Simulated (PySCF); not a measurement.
# One shape, several levels: C3F6 (hexafluoropropylene)

We compute a comparison of 3 runs (HF/def2-SVP, B3LYP/6-31G*, PBE0/def2-SVP) of C3F6 (hexafluoropropylene). Input form: a Python script.

The results are computed with PySCF 2.14.0.

### 1 The structure to begin with

C3F6: 9 atoms, total charge 0, spin state singlet. As SMILES, `FC(F)=C(F)C(F)(F)F`. The coordinates come from a PBE0-D4/def2-TZVP relaxation.

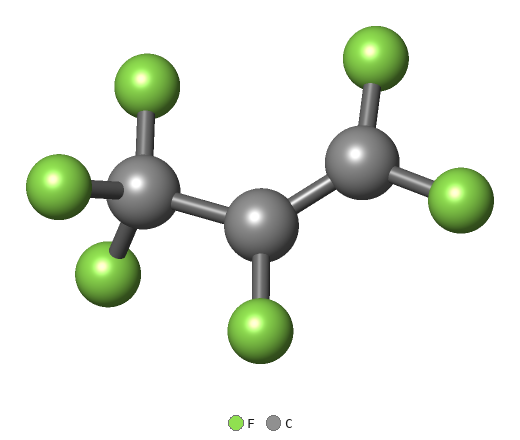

Viewed from a chosen angle; fluorine green, carbon grey.

### 2 Energy and forces at HF/def2-SVP (run 1)

calc.py

```python
import pyscf.grad
from pyscf import gto

molecule = gto.M(
    atom='''
F      3.823899    -0.512361     1.121080
C      2.478886    -0.150895    -0.904121
F      3.870518    -0.066594    -2.934442
C     -0.013115     0.109585    -0.973133
F     -1.147272     0.470372    -3.188856
C     -1.806144     0.048604     1.211787
F     -3.496447    -1.803082     0.917103
F     -3.094861     2.214305     1.358278
F     -0.615484    -0.309934     3.392285
''',
    basis='def2-svp',
    unit='bohr',
    verbose=4,
    max_memory=1860,
)

hf = molecule.RHF()
hf.conv_tol = 1e-10
hf.kernel()
if not hf.converged:
    hf = hf.newton().run(hf.mo_coeff, hf.mo_occ)

e_final = hf.e_tot
print(f'total energy: {e_final:.8f} hartree')
grad = hf.Gradients().kernel()
hf.analyze()
```

On the command line:

```sh
$ OMP_NUM_THREADS=1 python calc.py
```

The log of the run:

```text
PySCF version 2.14.0

[... 99 lines left out ...]
MO #11  energy= -1.73385481041344  occ= 2
[... 22 lines left out ...]
MO #34  energy= -0.672800310173297 occ= 2
[... 22 lines left out ...]
MO #57  energy= 0.967001399909507  occ= 0
[... 22 lines left out ...]
MO #80  energy= 1.95149307137239   occ= 0
[... 22 lines left out ...]
MO #103 energy= 3.39359225210226   occ= 0
[... 22 lines left out ...]
MO #126 energy= 4.39534570583382   occ= 0
[... 138 lines left out ...]
Dipole moment(X, Y, Z, Debye):  1.18157, -0.11431, -0.04619
```

It took 20 s on 1 thread of Intel Xeon at 2.70GHz, shared host; peak memory 0.36 GiB.

### 3 Energy and forces at B3LYP/6-31G(d) (spherical functions) (run 2)

calc.py

```python
# FC(F)=C(F)C(F)(F)F
import pyscf.grad
from pyscf import gto, dft

molecule = gto.M(
    atom=[
    ('F', (2.023520, -0.271130, 0.593250)),
    ('C', (1.311770, -0.079850, -0.478440)),
    ('F', (2.048190, -0.035240, -1.552840)),
    ('C', (-0.006940, 0.057990, -0.514960)),
    ('F', (-0.607110, 0.248910, -1.687470)),
    ('C', (-0.955770, 0.025720, 0.641250)),
    ('F', (-1.850240, -0.954150, 0.485310)),
    ('F', (-1.637730, 1.171760, 0.718770)),
    ('F', (-0.325700, -0.164010, 1.795120)),
],
    verbose=4,
    max_memory=1860,
    basis='6-31g*',
)

mf = dft.RKS(molecule)
mf.xc = 'b3lyp'
mf.grids.level = 5
mf.conv_tol = 1e-10
mf.kernel()
if not mf.converged:
    mf = mf.newton().run(mf.mo_coeff, mf.mo_occ)

energy = mf.e_tot
print(f'total energy: {energy:.8f} hartree')
grad = mf.Gradients().kernel()
mf.analyze()
```

On the command line:

```sh
$ OMP_NUM_THREADS=1 python calc.py
```

The log of the run:

```text
PySCF version 2.14.0

[... 114 lines left out ...]
MO #11  energy= -1.32573204644765  occ= 2
[... 22 lines left out ...]
MO #34  energy= -0.413965985479196 occ= 2
[... 22 lines left out ...]
MO #57  energy= 0.958817816735047  occ= 0
[... 22 lines left out ...]
MO #80  energy= 1.57206630971141   occ= 0
[... 22 lines left out ...]
MO #103 energy= 2.07451117910635   occ= 0
[... 22 lines left out ...]
MO #126 energy= 3.30093508170415   occ= 0
[... 138 lines left out ...]
Dipole moment(X, Y, Z, Debye):  1.01048, -0.08909, -0.11724
```

Run time: 86 s. Hardware: 1 thread of Intel Xeon at 2.70GHz, shared host; peak memory 1.3 GiB.

### 4 Energy and gradient at PBE0/def2-SVP (run 3)

input.py

```python
import pyscf.grad
from pyscf import gto, dft

system = gto.M(
    atom='''
F    2.023520  -0.271130   0.593250
C    1.311770  -0.079850  -0.478440
F    2.048190  -0.035240  -1.552840
C   -0.006940   0.057990  -0.514960
F   -0.607110   0.248910  -1.687470
C   -0.955770   0.025720   0.641250
F   -1.850240  -0.954150   0.485310
F   -1.637730   1.171760   0.718770
F   -0.325700  -0.164010   1.795120
''',
    verbose=4,
    spin=0,
    max_memory=1860,
    charge=0,
    basis='def2-svp',
)

ks = dft.RKS(system, xc='pbe0')
ks.conv_tol = 1e-10
ks.grids.level = 5
ks.kernel()
if not ks.converged:
    ks = ks.newton().run(ks.mo_coeff, ks.mo_occ)

e_final = ks.e_tot
print('E(%s) = %.9f' % ('PBE0', e_final))
grad = ks.Gradients().kernel()
dip = ks.dip_moment()
pop, q = ks.mulliken_pop()
```

On the command line:

```sh
$ OMP_NUM_THREADS=1 python input.py
```

The log of the run:

```text
PySCF version 2.14.0

[... 78 lines left out ...]
converged SCF energy = -712.095363646807
[... 13 lines left out ...]
Dipole moment(X, Y, Z, Debye):  1.07482, -0.09664, -0.10803
[... 136 lines left out ...]
charge of    8F =     -0.16181
```

Run time: 76 s. Hardware: 1 thread of Intel Xeon at 2.70GHz, shared host; peak memory 1.3 GiB.

### 5 Overview of the runs

```
run                               level  integration grid  energy (Eh)  dipole moment (D)  HOMO energy (eV)  LUMO energy (eV)  wall time
  1                         HF/def2-SVP                 –  -709.615421               1.19            -11.76              3.64       20 s
  2  B3LYP/6-31G* (spherical functions)                 5  -713.295690               1.02             -7.52             -0.20       86 s
  3                       PBE0/def2-SVP                 5  -712.095364               1.08             -8.19             -0.35       76 s
```

### 6 Outcome

| quantity | value |
| --- | --- |
| run 3: total energy | -712.09536 Eh |
| run 3: dipole moment | 1.08 D |
| run 3: HOMO energy | -8.19 eV |
| run 3: LUMO energy | -0.35 eV |
| run 3: HOMO–LUMO gap | 7.84 eV |
| run 3: largest force on an atom | 0.696 eV/Å |

The dipole moment (its size) runs from 1.02 D (B3LYP/6-31G*) to 1.19 D (HF/def2-SVP). The two ends differ in method and basis. The HOMO–LUMO gap runs from 7.32 eV (B3LYP/6-31G*) to 15.39 eV (HF/def2-SVP). Totals of different functionals can't be ranked against each other. All runs together took 3 min, the longest 86 s.
